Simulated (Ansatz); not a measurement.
## PbO2 monolayer (1T): phonons and vibrational spectra

Wanted: vibrations and spectra of PbO2 monolayer (1T); the cell is already relaxed. After the zone centre comes a 6×6×1 q mesh on a 12×12×1 k mesh.

Calculated with Ansatz 0.2.0; DFT LDA, scalar-relativistic, plane waves, PAW.

### Step 1. The starting structure

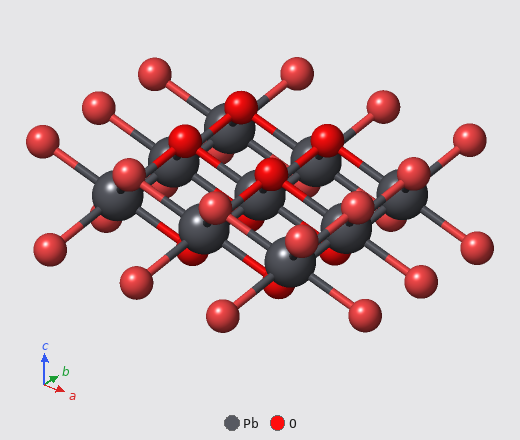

The cell as given, slightly off an axis (lead dark grey, oxygen red). 2×2×1 cells are drawn. Some periodic images of atoms are drawn too.

The cell holds 3 atoms: 1 Pb and 2 O. Its edges and angles: a = 3.342 Å, b = 3.342 Å, c = 28.308 Å, α = 90.0°, β = 90.0°, γ = 120.0°. Vacuum lies along c.

### Step 2. Zone-centre response

The cell comes from relaxations at this level that are not shown. The zone centre comes first: it holds the modes that light can see, as far as symmetry allows. The response to a homogeneous field gives the Born charges and the dielectric tensor, and its change with displacement the Raman tensors.

input.yaml reads:

```yaml
crystal:
  lattice:
    - [3.3422386788, 0.0, 0.0]
    - [-1.6711193394, 2.8944636013, 0.0]
    - [0.0, 0.0, 28.308]
  atoms:
    - { symbol: Pb, position: [0.0, 0.0, 0.3532570298] }
    - { symbol: O, position: [0.3333333333, 0.6666666667, 0.3898922396] }
    - { symbol: O, position: [0.6666666667, 0.3333333333, 0.31662182] }
  periodic: [true, true, false]
kpoints:
  mp_grid: { grid: [12, 12, 1] }
hamiltonian:
  xc: lda
scf:
  occupations: { method: fixed }
output:
  eigenvalues: true
phonons:
  method: dfpt
  dielectric: true
  raman: true
```

Command:

```console
$ ansatz run input.yaml --threads 8 --pin off --max-ram 14336MiB --backend cpu --events-out ev --progress --plain --runs-dir out
```

Numbers of over 12 decimals in the logs are rounded to 6 here.

Log:

```text
Warning: phonons.dielectric: true without phonons.rigid_motions: the static dielectric tensor ε⁰ will be withheld (ε∞, Z* and the rows of modes are given); for a crystal or a slab, whose only rigid motions are the translations, set phonons.rigid_motions: translations
Warning: crystal.symmetry: narrowed to the stabiliser of the run's FFT grids — unitary ops 12 → 6. A phonons.method: dfpt run fills in the rows of the dynamical matrix that it does not solve by its symmetry operations, which is exact only for operations that map its FFT grids onto themselves: filled in by any other, the frequencies could depend on the order in which like atoms are typed, or, by more than the grids' own error, on where the crystal sits among the grids' points. Excluded: 6 operations. The run can therefore solve more perturbations, solve them on more k-points, or both, and cost more. [rest of the remark cut]
Engine: ansatz 0.2.0, aarch64-unknown-linux-gnu
Pseudopotentials: kind: paw
Pseudopotential: Pb, paw, valence charge 14, recommended cutoff 420 eV (normal), Pb.paw.azcp
Pseudopotential: O, paw, valence charge 6, recommended cutoff 420 eV (normal), O.paw.azcp
Functional definition: SPW92
  exchange = slater_x
  correlation = pw_c
Crystal: 3 atoms, lattice volume = 273.851 Å³
Basis set: ecut = 420 eV, 5447 PW (Γ), exchange–correlation on 48×48×384 points (8 copies of the dense FFT grid, shifted against one another)
Bands: 17, of which v1, the nominal top of the filled ones, is band 13 counted from 1 (12 counted from 0)
Symmetry: 12 space group operations
k-points: 43 of 144 (irreducible under 2 space group operations, time reversal used)
Non-local potential: Pb, projectors of the file, l = 0: 2, l = 1: 2, l = 2: 2, l = 3: 2
Non-local potential: O, projectors of the file, l = 0: 2, l = 1: 2, l = 2: 1
PAW form: soft (Blöchl's): semilocal exchange-correlation on the pseudo side does not see the compensation charge
PAW frozen core: Pb, regenerated for the run's functional, and the local potential with it (the file was generated under x = pbe(κ = 0.804, μ = 0.219515), c = pbe(β = 0.066725))
PAW frozen core: O, regenerated for the run's functional, and the local potential with it (the file was generated under x = pbe(κ = 0.804, μ = 0.219515), c = pbe(β = 0.066725))
PAW one-centre angular grid: Pb, 590 points (default); XC on 64 Gauss nodes
PAW one-centre angular grid: O, 110 points (default); XC on 64 Gauss nodes
Initial density: superposition of atomic densities (neutral atoms: chi_scale 0, normalization atom), corrected by the library's trained network
Initial wavefunctions: pseudopotential atomic-orbital guess
Functional: x = slater, c = lda
SCF iter   1: F=—  HF=-12709.888705 eV  |F-HF|=—  |Δ(HF+E_count)|=         —  Δρ=6.69e-3  dr2=1.16e-1  ethr=1.77e-3  ⟨swp⟩=7.8  Hψ=5079  notcnv=0  defer=84
preconditioner: auto → none  [insulator: Δε(μ)=1.370 eV  Ē_g=16.463 eV  n_scr=16 (ndim 8)  ℏωp=11.4 eV  f_vac=0.819  ε∞_Penn≈1.5]
SCF iter   2: F=—  HF=-12709.870657 eV  |F-HF|=—  |Δ(HF+E_count)|=   1.80e-2  Δρ=4.46e-3  dr2=4.00e-2  ethr=4.48e-4  ⟨swp⟩=3.6  Hψ=2086  notcnv=0  defer=84
SCF iter   3: F=—  HF=-12709.859177 eV  |F-HF|=—  |Δ(HF+E_count)|=   1.15e-2  Δρ=8.65e-4  dr2=1.12e-3  ethr=1.54e-4  ⟨swp⟩=3.5  Hψ=1592  notcnv=0  defer=86
SCF iter   4: F=—  HF=-12709.859349 eV  |F-HF|=—  |Δ(HF+E_count)|=   1.72e-4  Δρ=1.36e-4  dr2=3.97e-5  ethr=4.30e-6  ⟨swp⟩=3.6  Hψ=1958  notcnv=0  defer=86
SCF iter   5: F=—  HF=-12709.859397 eV  |F-HF|=—  |Δ(HF+E_count)|=   4.83e-5  Δρ=6.69e-5  dr2=1.93e-5  ethr=1.53e-7  ⟨swp⟩=3.4  Hψ=1850  notcnv=0  defer=86
SCF iter   6: F=—  HF=-12709.859391 eV  |F-HF|=—  |Δ(HF+E_count)|=   6.28e-6  Δρ=1.92e-5  dr2=1.17e-6  ethr=7.44e-8  ⟨swp⟩=2.8  Hψ=1457  notcnv=0  defer=86
SCF iter   7: F=—  HF=-12709.859390 eV  |F-HF|=—  |Δ(HF+E_count)|=   5.22e-7  Δρ=4.06e-6  dr2=4.43e-8  ethr=4.49e-9  ⟨swp⟩=3.7  Hψ=1765  notcnv=0  defer=86
SCF iter   8: F=—  HF=-12709.859390 eV  |F-HF|=—  |Δ(HF+E_count)|=   1.40e-7  Δρ=6.45e-7  dr2=1.05e-9  ethr=1.70e-10  ⟨swp⟩=3.7  Hψ=1705  notcnv=0  defer=86
SCF iter   9: F=-12709.859390 eV  HF=-12709.859390 eV  |F-HF|=4.37e-11  |Δ(HF+E_count)|=   1.69e-9  Δρ=7.59e-8  dr2=9.04e-12  ethr=1.00e-12  ⟨swp⟩=29.4  Hψ=10100  notcnv=0
SCF 1 converged in 9 iterations: F = -12709.859390 eV  dr2 = 9.04e-12
  greatest PAW one-centre occupation: 0.989 electrons in one spin orbital (limit 2), on the Pb atom at site 0 (counted from 0), in its partial waves of l = 2
DFPT response loops at Γ: preconditioner auto → none (the input reference at scf.mixing.eps_inf says where Resta's filter doesn't serve); β = 0.50; Broyden in place of MSR1
── the response to a field inside a basis, on 16×16×2 k-points: an SCF that follows is theirs, and a resumed run solves both again ──
Bands: 14, of which v1, the nominal top of the filled ones, is band 13 counted from 1 (12 counted from 0)
k-points: 136 of 512 (irreducible under 2 space group operations, time reversal used)
Initial density: handed on by an earlier stage of this run
Initial wavefunctions: pseudopotential atomic-orbital guess (no wavefunctions were taken with the density)
Eigensolver: Dense (136 Hₖ)
SCF iter   1: F=—  HF=-12709.859925 eV  |F-HF|=—  |Δ(HF+E_count)|=         —  Δρ=2.21e-4  dr2=2.65e-5  ethr=1.00e-1
preconditioner: auto → none  [insulator: Δε(μ)=1.507 eV  Ē_g=12.566 eV  n_scr=16 (ndim 8)  ℏωp=11.4 eV  f_vac=0.818  ε∞_Penn≈1.8]
SCF iter   2: F=—  HF=-12709.859917 eV  |F-HF|=—  |Δ(HF+E_count)|=   7.97e-6  Δρ=9.16e-5  dr2=1.04e-5  ethr=1.02e-7
SCF iter   3: F=—  HF=-12709.859916 eV  |F-HF|=—  |Δ(HF+E_count)|=   1.44e-6  Δρ=5.32e-5  dr2=2.54e-6  ethr=4.00e-8
SCF iter   4: F=—  HF=-12709.859915 eV  |F-HF|=—  |Δ(HF+E_count)|=   7.38e-7  Δρ=5.12e-6  dr2=2.44e-8  ethr=9.78e-9
SCF iter   5: F=—  HF=-12709.859915 eV  |F-HF|=—  |Δ(HF+E_count)|=   2.78e-9  Δρ=1.54e-6  dr2=2.08e-9  ethr=9.37e-11
SCF iter   6: F=-12709.859915 eV  HF=-12709.859915 eV  |F-HF|=7.82e-11  |Δ(HF+E_count)|=  3.51e-10  Δρ=7.14e-8  dr2=1.42e-11  ethr=7.99e-12
SCF 1 converged in 6 iterations: F = -12709.859915 eV  dr2 = 1.42e-11
DFPT response loops at Γ: mixed as the last ones told, above
DFPT response loops at Γ: mixed as the last ones told, above
SCF converged after 9 iterations
Free energy (F): -12709.859390 eV
Harris-Foulkes:  -12709.859390 eV  (|F-HF|=4.37e-11)
Internal energy: -12709.859390 eV  (E = F + TS)
E sigma→0 (E₀):  -12709.859390 eV
Fermi energy:    -8.420214 eV
--- Per-component energies (eV) ---
  E_band       = -458.115350
  E_kinetic    = 639.044725
  E_local      = -40095.745965  (includes V_loc(G=0)·N_el)
  E_nonlocal   = 459.152425
  E_hartree    = 19640.547978
  E_xc         = -359.322319
  E_vxc        = -314.472968  (∫ρ·V_xc dr)
  E_paw        = -10407.429563  (= ΣΔE_a)
  E_vpaw       = -427.194293  (= ΣTr[D̂ρ^β])
  E_aug_tail   = 0.004793  (compensation charges beyond the density's cutoff)
  E_ewald      = 17413.772405
  E_core_change = 0.116129  (= ΣΔE_core)
  E_smearing   = -0.000000  (= −TS)
  E_closure    = 0.000000  (closes the sum)
  Σ components = -12709.859390   (vs F -12709.859390, Δ=0.00e0)
--- Band table (eV; the first three rows and the last of 43) ---
  k-point 0: bands = [... 9 lower, -9.7137, -9.1053, -8.7162, -8.7162, -6.9543, -3.1585, -0.2933, -0.1847]
  k-point 1: bands = [... 9 lower, -9.8154, -9.1692, -8.7794, -8.7098, -6.6817, -2.9136, -0.2274, -0.0565]
  k-point 2: bands = [... 9 lower, -10.0949, -9.3353, -8.8008, -8.6843, -6.0654, -2.3489, -0.1410, 0.3284]
  k-point 42: bands = [... 9 lower, -11.2508, -10.2070, -8.7192, -8.4305, -4.4795, -0.0681, 0.0949, 2.2559]
--- Phonons (Γ-DFPT): 6 representative perturbations + reference, on 43 of 144 k-points (Σ response iterations 27) ---
  ASR residual: 1.340e-4 → 0.000e0 eV/Å²; symmetrization residual: 1.426e-5 eV/Å²
  The last average, over the group as it would stand without the narrowing to the FFT grids, took up to 5.929e-6 eV/Å² of the zone centre's force constants
  ASR residual per site (eV/Å²): 1.34e-4 4.56e-5 4.66e-5
  Γ frequencies (cm⁻¹): 0.00 0.00 0.00 339.32 339.32 370.90 370.90 430.52 439.64
  ε∞ (high-frequency dielectric tensor):
        1.848897    -0.000000     0.000000
       -0.000000     1.848897     0.000000
        0.000000    -0.000000     1.110471
  α∞ (the layer's polarisability for a field applied outside it; Å, Gaussian; ε∞ is over the cell's 28.308 Å):
        1.912293    -0.000000     0.000000
       -0.000000     1.912293     0.000000
        0.000000    -0.000000     0.248856
  ε⁰ (static dielectric tensor): not given — the deck does not say what the cell's rigid motions are, and on a molecule in a box or a wire the rigid rotations would enter the sum over the modes at Γ. For a crystal or a slab, whose only rigid motions are the translations, set phonons.rigid_motions: translations.
  Born effective charges Z* (e; rows j = field, columns β = displacement):
    site 0:
         4.83782   -0.00000    0.00000
        -0.00000    4.83782    0.00000
         0.00000   -0.00000    0.59598
    site 1:
        -2.41891    0.00000   -0.00000
         0.00000   -2.41891   -0.00000
        -0.00000    0.00000   -0.29799
    site 2:
        -2.41891    0.00000   -0.00000
         0.00000   -2.41891   -0.00000
        -0.00000    0.00000   -0.29799
  Z* charge neutrality: 2.786e-3 e pre-enforcement
  solved inside a basis spanned on kpoints, on 16×16×2 k-points: ε∞ is read to err by 4.0e-3, Z* by 1.7e-2 e (field_mesh: kpoints solves on kpoints); Z* is corrected for what the basis lacks
  Raman tensors (in the event stream and the table raman_tensors.tsv): an entry may err by 9.1e-3 Å², one of the second-order susceptibility by 6.4e-20 pm/V (basis, points and sum rule); their sum over the sites missed zero by 8.882e-16 Å² ahead of its enforcement
  optical modes at Γ without the LO–TO term, one row a degenerate level:
      ω (cm⁻¹)  modes    IR ((D/Å)²/amu)  static Raman (Å⁴/amu)  depolarisation
        339.32      2            38.9616                 0.0000               —
        370.90      2             0.0000                45.9253           0.750
        430.52      1             0.0000               157.3701           0.100
        439.64      1             0.2956                 0.0000               —
```

Elapsed: 3.7 min, on 8 threads of Arm Neoverse V1, shared host; peak memory 3.2 GiB.

Numbers from this step:

- gap on the k-mesh: 1.466 eV
- sum-rule residual before enforcement: 1.34e-4 eV/Å²
- miss of the charge sum rule: 0.002786 e
- estimated error of the dielectric tensor: 0.004008
- estimated error of the Born charges: 0.01716 e
- point group: -3m
- area per atom: 3.225 Å²
- highest optical mode at the zone centre (no LO-TO term): 439.6 cm⁻¹
- lowest optical zone-centre mode: 339.3 cm⁻¹
- largest Born charge (third of the trace): 3.424 e

Without the LO-TO term. Patterns of degenerate modes are one choice out of their space. The modes at Γ (shares of kinetic energy by element, %):

| mode | frequency (cm⁻¹) | symmetry | Pb % | O % |
| --- | --- | --- | --- | --- |
| 1 | 0.0 | acoustic | 87 | 13 |
| 2 | 0.0 | acoustic | 87 | 13 |
| 3 | 0.0 | acoustic | 87 | 13 |
| 4 | 339.3 | Eu | 13 | 87 |
| 5 | 339.3 | Eu | 13 | 87 |
| 6 | 370.9 | Eg | 0 | 100 |
| 7 | 370.9 | Eg | 0 | 100 |
| 8 | 430.5 | A1g | 0 | 100 |
| 9 | 439.6 | A2u | 13 | 87 |

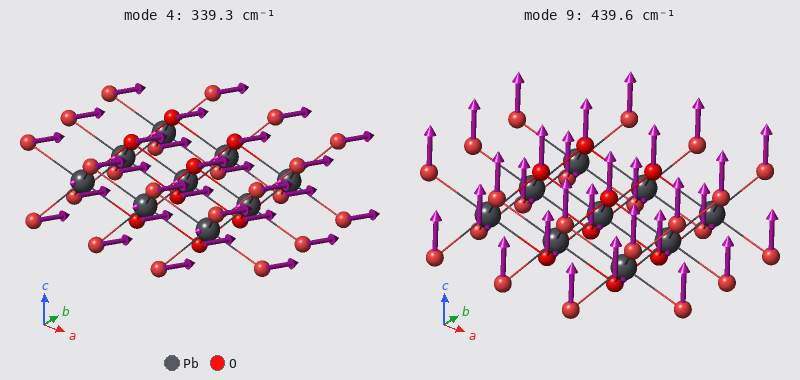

Displacement patterns of modes 4 and 9 at Γ; arrows are exaggerated. 2×2×1 cells are drawn. Some periodic images of atoms are drawn too.

High-frequency dielectric tensor, averaged over the cell of height 28.3 Å or as lengthened by the program, vacuum included. Tensor:

|  | x | y | z |
| --- | --- | --- | --- |
| x | 1.849 | 0 | 0 |
| y | 0 | 1.849 | 0 |
| z | 0 | 0 | 1.111 |

Born charge (rows field, columns displacement) (e), principal values of the symmetric part by kind of site:

| atom | atoms with these values | low | middle | high | mean |
| --- | --- | --- | --- | --- | --- |
| Pb1 | 1 | 0.60 | 4.84 | 4.84 | 3.42 |
| O2 | 2 | -2.42 | -2.42 | -0.30 | -1.71 |

In full for O2:

```
-2.42  0.00  0.00
 0.00 -2.42  0.00
 0.00  0.00 -0.30
```

Transverse modes. Lines of the infrared spectrum (strongest = 100):

| position (cm⁻¹) | label | relative intensity |
| --- | --- | --- |
| 339 | Eu | 100 |
| 371 | Eg | 0.0 |
| 430 | A1g | 0.0 |
| 440 | A2u | 0.8 |

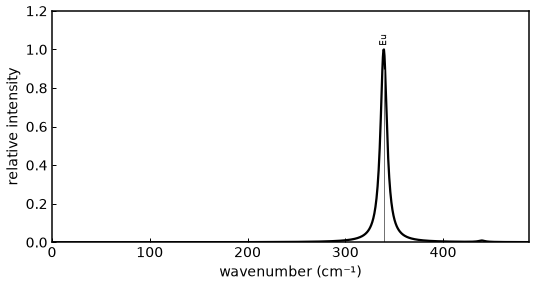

The infrared spectrum, broadened with Lorentzians of width 8 cm⁻¹; bars mark the lines.

Activity x (w_L - w)^4 (n + 1)/w, 532 nm, 300 K; the tensors are static ones, while 532 nm light lies above the computed direct gap, where resonance would change the heights. Lines of the Raman spectrum (strongest = 100):

| position (cm⁻¹) | label | relative intensity |
| --- | --- | --- |
| 339 | Eu | 0.0 |
| 371 | Eg | 36 |
| 430 | A1g | 100 |
| 440 | A2u | 0.0 |

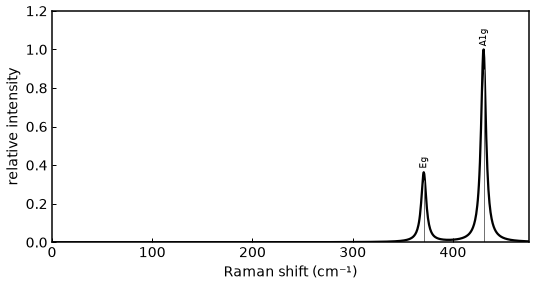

The Raman spectrum, broadened with Lorentzians of width 6 cm⁻¹; bars mark the lines.

Before it was imposed, the acoustic sum rule was missed by 1.3e-4 eV/Å² and the charge sum rule by 0.0028 e. Small misses are needed for a sound result but don't prove that mesh and cutoff are converged. The lowest optical mode is real, 339 cm⁻¹.

[end of part 1 of 2]

[Logs are printed without paths, hosts, clocks, repeated set-up lines and the standing remarks that a program may print on its own settings, such as how far it seeks lower states.]

[Hosts, paths, dates, database ids (printed as entryN), source tags and the programs' standing remarks are cut or masked in the printed files.]
